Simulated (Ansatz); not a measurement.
# TiH+ (triplet): correlated methods under varied settings

Aim: run TiH+ (triplet) at one geometry under a spread of methods and options, and see what each costs and gives.

Method: the settings change from run to run; program: Ansatz 0.2.0, Gaussian basis.

21 further runs of the same task are left out: 9 for a known fault of the program, 4 that didn't finish, 8 set aside as unsound or not needed.

### Step 1. The geometry

The geometry is a PBE0/def2-TZVP stationary point (not a proven minimum) of the parent state, kept for this charge and spin.

2 atoms, charge 1, spin multiplicity 3.

Atoms are counted from 1 here; the program's logs count them from 0.

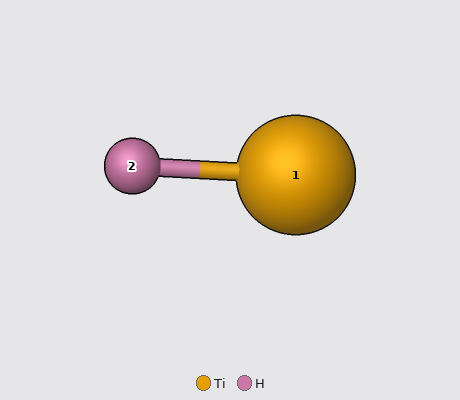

The geometry (titanium amber, hydrogen pink); atoms are numbered from 1 in the order of the file.

### Step 2. CASCI(4,3)/STO-3G

The input, in.yaml:

```yaml
crystal:
  periodic: [false, false, false]
  atoms:
    - {symbol: Ti, position_ang: [0.000000, 0.000000, 0.000000]}
    - {symbol: H, position_ang: [0.000000, 0.000000, 1.756681]}
basis:
  gaussian: {orbitals: STO-3G}
total_charge: 1
magnetization: {spin_polarized: false, initial_magnetization: 2}
correlation: {active_space: {window: {electrons: 4, orbitals: 3}, fixed_orbitals: true}}
```

Started as:

```
$ ansatz run in.yaml --threads 1 --pin off --events-out ev --progress --plain --max-ram 2393MiB
```

Log:

```text
Functional definition: HF
  name "HF"
  cite "Fock, Z. Phys. 61, 126 (1930) doi:10.1007/BF01340294"
  parent pbe
  exchange = exact_x
  correlation = 0
250 factors; integrals over basis functions are off by at most 3.2e-4 eV
mean field evaluation 1: about -22856.7984 eV, gradient 1.1e1 eV
mean field evaluation 2: about -22856.7996 eV, gradient 1.1e1 eV
mean field evaluation 4: about -22857.8866 eV, gradient 1.3e0 eV
mean field evaluation 8: about -22857.9962 eV, gradient 2.2e-3 eV
mean field evaluation 16: about -22857.9957 eV, gradient 1.8e-3 eV
mean field evaluation 32: about -22858.4173 eV, gradient 1.2e-4 eV
mean field evaluation 64: about -22857.9957 eV, gradient 2.5e-2 eV
mean field -22858.41728543 eV, -840.0313412478 hartree, gradient 1.0e-6 eV, S^2 2.000000; 11 other end points of the search recorded, 0 dependent functions left out
reference -22858.41728543 eV, -840.0313412478 hartree; 12, 10 occupied and 7, 9 virtual orbitals, 250 factors
state -22858.41728543 eV, -840.0313412478 hartree
Total energy: -22858.41728543 eV, -840.0313412478 hartree
```

Wall time 0.3 s (1 thread of Arm Neoverse V1, shared host).

From the report: 9 determinants; active occupations 2.00, 1.00, 1.00. With so small a space the active step adds no correlation: the energy is the mean field's.

### Step 3. CCSDT(Q)/B/def2-mTZVP

The input, in.yaml:

```yaml
crystal:
  periodic: [false, false, false]
  atoms:
    - {symbol: Ti, position_ang: [0.000000, 0.000000, 0.000000]}
    - {symbol: H, position_ang: [0.000000, 0.000000, 1.756681]}
basis:
  gaussian: {orbitals: def2-mTZVP}
total_charge: 1
magnetization: {spin_polarized: true, initial_magnetization: 2}
hamiltonian: {xc: {name: B3LYP}}
correlation: {method: ccsdt_q_b, electrons: outside_noble_gas}
scf: {lower_state_search: off}
```

The command is unchanged.

Log (excerpt; [...] marks lines left out):

```text
Functional definition: B3LYP
  name "B3LYP"
  cite "Stephens, Devlin, Chabalowski & Frisch, J. Phys. Chem. 98, 11623 (1994) doi:10.1021/j100096a001"
  cite "Becke, Phys. Rev. A 38, 3098 (1988) doi:10.1103/PhysRevA.38.3098"
  cite "Lee, Yang & Parr, Phys. Rev. B 37, 785 (1988) doi:10.1103/PhysRevB.37.785"
  cite "Vosko, Wilk & Nusair, Can. J. Phys. 58, 1200 (1980) doi:10.1139/p80-159"
[...]
608 factors; integrals over basis functions are off by at most 2.2e-7 eV
[...]
mean field -23121.48720309 eV, -849.6989824068 hartree, gradient 2.5e-6 eV, S^2 2.005970; 0 other end points of the search recorded, 0 dependent functions left out
9 core orbitals not correlated: weight in the atoms' cores, before any rotation towards them, 0.999 or more for the frozen orbitals, at most 0.000 for the correlated occupied ones
reference -23094.18863289 eV, -848.6957784556 hartree; 3, 1 occupied and 24, 26 virtual orbitals, 608 factors
second order -0.96013835 eV of doubles, -0.24504856 eV of singles
cycle   1  -1.30647135 eV  change   -1.1e-1 eV  update   4.8e-2
[...]
cycle   7  -1.80241470 eV  change    9.8e-8 eV  update   7.2e-8
perturbative correction -0.00796399 eV, -0.0002926711 hartree
WARN: these amplitudes may be one of several solutions (largest doubles amplitude 0.61, level shift 0.00 eV)
Total energy: -23095.99901158 eV, -848.7623086451 hartree
Checks for a lower state left out: stability, starts, cluster_reference, orbital_swaps, neighbouring_geometries, increment
```

Wall time 5.5 s (1 thread of Arm Neoverse V1, shared host).

From the report: ⟨S²⟩ of the determinant 2.006 (pure triplet: 2.00); correlation -1.8104 eV; T1 0.042; largest double amplitude 0.61. The orbitals are Kohn-Sham ones, so correlation energy and T1 don't compare with those on Hartree-Fock orbitals. The report flags that the cluster equations may have other roots.

### Step 4. CCSD(T)/cc-pVDZ

The input, in.yaml:

```yaml
crystal:
  periodic: [false, false, false]
  atoms:
    - {symbol: Ti, position_ang: [0.000000, 0.000000, 0.000000]}
    - {symbol: H, position_ang: [0.000000, 0.000000, 1.756681]}
basis:
  gaussian: {orbitals: cc-pVDZ}
total_charge: 1
magnetization: {spin_polarized: true, initial_magnetization: 2}
hamiltonian: {xc: {name: PBE0}}
correlation: {method: ccsd_t, electrons: outside_noble_gas}
accuracy: high
scf: {lower_state_search: off}
```

Same command.

Log (excerpt; [...] marks lines left out):

```text
Functional definition: PBE0
  name "PBE0"
  cite "Adamo & Barone, J. Chem. Phys. 110, 6158 (1999) doi:10.1063/1.478522"
  cite "Perdew, Burke & Ernzerhof, Phys. Rev. Lett. 77, 3865 (1996) doi:10.1103/PhysRevLett.77.3865"
  parent pbe
[...]
923 factors; integrals over basis functions are off by at most 3.3e-9 eV
[...]
mean field -23115.99441224 eV, -849.4971260660 hartree, gradient 3.9e-8 eV, S^2 2.010768; 0 other end points of the search recorded, 0 dependent functions left out
9 core orbitals not correlated: weight in the atoms' cores, before any rotation towards them, 0.999 or more for the frozen orbitals, at most 0.000 for the correlated occupied ones
reference -23094.81728600 eV, -848.7188810311 hartree; 3, 1 occupied and 36, 38 virtual orbitals, 923 factors
second order -1.27106425 eV of doubles, -0.19953761 eV of singles
cycle   1  -1.61720378 eV  change   -1.5e-1 eV  update   4.6e-2
[...]
cycle  41  -1.95132806 eV  change   4.3e-10 eV  update  2.2e-10
perturbative correction -0.07782395 eV, -0.0028599774 hartree
Total energy: -23096.84643800 eV, -848.7934509919 hartree
Checks for a lower state left out: stability, starts, cluster_reference, orbital_swaps, neighbouring_geometries, increment
```

It took 7.5 s on 1 thread of Arm Neoverse V1, shared host.

From the report: ⟨S²⟩ of the determinant 2.011 (pure triplet: 2.00); correlation -2.0292 eV; T1 0.043; largest double amplitude 0.34. The orbitals are Kohn-Sham ones, so correlation energy and T1 don't compare with those on Hartree-Fock orbitals.

### Step 5. HF/def2-mTZVP

The input, in.yaml:

```yaml
crystal:
  periodic: [false, false, false]
  atoms:
    - {symbol: Ti, position_ang: [0.000000, 0.000000, 0.000000]}
    - {symbol: H, position_ang: [0.000000, 0.000000, 1.756681]}
basis:
  gaussian: {orbitals: def2-mTZVP}
total_charge: 1
magnetization: {spin_polarized: false, initial_magnetization: 2}
hamiltonian: {xc: hf}
accuracy: high
output: {orbitals: {seedname: orbitals}}
```

Launched as before.

Log (excerpt; [...] marks lines left out):

```text
Functional definition: HF
  name "HF"
  cite "Fock, Z. Phys. 61, 126 (1930) doi:10.1007/BF01340294"
  parent pbe
[...]
651 factors; integrals over basis functions are off by at most 3.9e-9 eV
[...]
mean field -23095.10727674 eV, -848.7295379942 hartree, gradient 3.5e-8 eV, S^2 2.000000; 8 other end points of the search recorded, 0 dependent functions left out
reference -23095.10727674 eV, -848.7295379942 hartree; 12, 10 occupied and 24, 26 virtual orbitals, 651 factors
Total energy: -23095.10727674 eV, -848.7295379942 hartree
```

Wall time 1.4 s (1 thread of Arm Neoverse V1, shared host).

### Step 6. MP2 on UHF/6-31G*

The input, in.yaml:

```yaml
crystal:
  periodic: [false, false, false]
  atoms:
    - {symbol: Ti, position_ang: [0.000000, 0.000000, 0.000000]}
    - {symbol: H, position_ang: [0.000000, 0.000000, 1.756681]}
basis:
  gaussian: {orbitals: "6-31G*"}
total_charge: 1
magnetization: {spin_polarized: true, initial_magnetization: 2}
correlation: {method: mp2, electrons: outside_noble_gas}
scf: {lower_state_search: light}
output: {forces: true}
```

Launched as before.

Log (excerpt; [...] marks lines left out):

```text
Functional definition: HF
  name "HF"
  cite "Fock, Z. Phys. 61, 126 (1930) doi:10.1007/BF01340294"
  parent pbe
[...]
400 factors; integrals over basis functions are off by at most 5.7e-4 eV
[...]
mean field -23093.52932934 eV, -848.6715494970 hartree, gradient 2.0e-6 eV, S^2 2.010549; 20 other end points of the search recorded, 0 dependent functions left out
9 core orbitals not correlated: weight in the atoms' cores, before any rotation towards them, 0.999 or more for the frozen orbitals, at most 0.000 for the correlated occupied ones
reference -23093.52932934 eV, -848.6715494970 hartree; 3, 1 occupied and 26, 28 virtual orbitals, 400 factors
second order -0.67564037 eV of doubles, -0.00000000 eV of singles
[...]
Total energy: -23094.20496971 eV, -848.6963788227 hartree
Atom 0 at     0.000000     0.000000     0.000000 Å, force    -0.000000    -0.000000     0.057295 eV/Å
Atom 1 at     0.000000     0.000000     1.756681 Å, force     0.000000     0.000000    -0.057295 eV/Å
Dipole moment:    -0.000000     0.000000    -0.948838 e Å
```

Wall time 2.2 s (1 thread of Arm Neoverse V1, shared host).

From the report: ⟨S²⟩ of the determinant 2.011 (pure triplet: 2.00).

### Step 7. HF/def2-TZVP

The input, in.yaml:

```yaml
crystal:
  periodic: [false, false, false]
  atoms:
    - {symbol: Ti, position_ang: [0.000000, 0.000000, 0.000000]}
    - {symbol: H, position_ang: [0.000000, 0.000000, 1.756681]}
basis:
  gaussian: {orbitals: def2-TZVP}
total_charge: 1
magnetization: {spin_polarized: false, initial_magnetization: 2}
hamiltonian: {xc: hf}
output: {orbitals: {seedname: orbitals}}
```

Same command.

Log (excerpt; [...] marks lines left out):

```text
Functional definition: HF
  name "HF"
  cite "Fock, Z. Phys. 61, 126 (1930) doi:10.1007/BF01340294"
  parent pbe
[...]
452 factors; integrals over basis functions are off by at most 1.3e-3 eV
[...]
mean field -23095.22948780 eV, -848.7340291679 hartree, gradient 6.6e-6 eV, S^2 2.000000; 10 other end points of the search recorded, 0 dependent functions left out
reference -23095.22948780 eV, -848.7340291679 hartree; 12, 10 occupied and 39, 41 virtual orbitals, 452 factors
Total energy: -23095.22948780 eV, -848.7340291679 hartree
```

Run time: 1.9 s. Hardware: 1 thread of Arm Neoverse V1, shared host.

### Step 8. CCSDT on ROHF/6-31G

The input, in.yaml:

```yaml
crystal:
  periodic: [false, false, false]
  atoms:
    - {symbol: Ti, position_ang: [0.000000, 0.000000, 0.000000]}
    - {symbol: H, position_ang: [0.000000, 0.000000, 1.756681]}
basis:
  gaussian: {orbitals: 6-31G}
total_charge: 1
magnetization: {spin_polarized: false, initial_magnetization: 2}
correlation: {method: ccsdt, electrons: all}
accuracy: high
```

Launched as before.

Log (excerpt; [...] marks lines left out):

```text
Functional definition: HF
  name "HF"
  cite "Fock, Z. Phys. 61, 126 (1930) doi:10.1007/BF01340294"
  parent pbe
[...]
667 factors; integrals over basis functions are off by at most 3.0e-9 eV
[...]
mean field -23093.34792644 eV, -848.6648830634 hartree, gradient 3.1e-8 eV, S^2 2.000000; 26 other end points of the search recorded, 0 dependent functions left out
[...]
determinant -23093.34792644 eV, -848.6648830634 hartree, with singles and doubles -23097.94298083 eV, -848.8337481974 hartree
determinant -23093.28851171 eV, -848.6626996123 hartree, with singles and doubles -23097.91741546 eV, -848.8328086873 hartree
determinant -23093.10413436 eV, -848.6559238696 hartree, with singles and doubles -23097.79624603 eV, -848.8283557932 hartree
determinant -23093.05558296 eV, -848.6541396385 hartree, with singles and doubles -23097.90812175 eV, -848.8324671499 hartree
[...]
determinant -23093.28851171 eV, -848.6626996123 hartree, with singles and doubles -23097.92243792 eV, -848.8329932592 hartree
determinant -23093.10413436 eV, -848.6559238696 hartree, with singles and doubles -23097.81656879 eV, -848.8291026408 hartree
determinant -23093.05558296 eV, -848.6541396385 hartree, with singles and doubles -23097.91437835 eV, -848.8326970759 hartree
determinant -23092.85443491 eV, -848.6467475842 hartree, with singles and doubles -23097.63914289 eV, -848.8225823591 hartree
determinant -23092.81352044 eV, -848.6452440051 hartree, with singles and doubles -23097.69425164 eV, -848.8246075681 hartree
reference -23093.34792644 eV, -848.6648830634 hartree; 12, 10 occupied and 19, 21 virtual orbitals, 667 factors
second order -3.92419426 eV of doubles, -0.00599670 eV of singles
cycle   1  -4.40430663 eV  change   -4.7e-1 eV  update   5.6e-2
[...]
cycle  57  -4.70837797 eV  change   4.2e-10 eV  update  4.9e-10
WARN: these amplitudes may be one of several solutions (largest doubles amplitude 0.62, level shift 0.00 eV)
Total energy: -23098.05630442 eV, -848.8379127625 hartree
```

Run time: 78 s. Hardware: 1 thread of Arm Neoverse V1, shared host; peak memory 0.41 GiB.

From the report: correlation -4.7084 eV; T1 0.026; largest double amplitude 0.62. The report flags that the cluster equations may have other roots.

### Step 9. The runs in one table

Where basis and cores are those of an earlier FCI/def2-TZVP run (-23096.6248 eV), and the state is the same kind, the miss against it is given. † marks a result that the program doubts.

```csv
level,correlated,functions,energy (eV),from FCI (meV),time
"CASCI(4,3)/STO-3G",,19,-22858.4173,,0.3 s
CCSDT(Q)/B/def2-mTZVP (on B3LYP orbitals) †,outside noble gas,36,-23095.9990,,5.5 s
CCSD(T)/cc-pVDZ (on PBE0 orbitals),outside noble gas,48,-23096.8464,,7.5 s
HF/def2-mTZVP,,36,-23095.1073,,1.4 s
MP2 on UHF/6-31G*,outside noble gas,38,-23094.2050,,2.2 s
HF/def2-TZVP,,51,-23095.2295,1395.3,1.9 s
CCSDT on ROHF/6-31G †,all,31,-23098.0563,,78 s
```

### Step 10. Outcome

```
quantity                        value
    runs                            7
quickest     CASCI(4,3)/STO-3G, 0.3 s
 slowest  CCSDT on ROHF/6-31G †, 78 s
```

What this shows: Total energies in different bases, with other cores or another treatment of relativity can't be set against each other. CCSDT on ROHF/6-31G † took 260 times as long as CASCI(4,3)/STO-3G; the jobs differ in more than the method. Hartree-Fock, CASSCF and CASCI lack dynamic correlation by design.
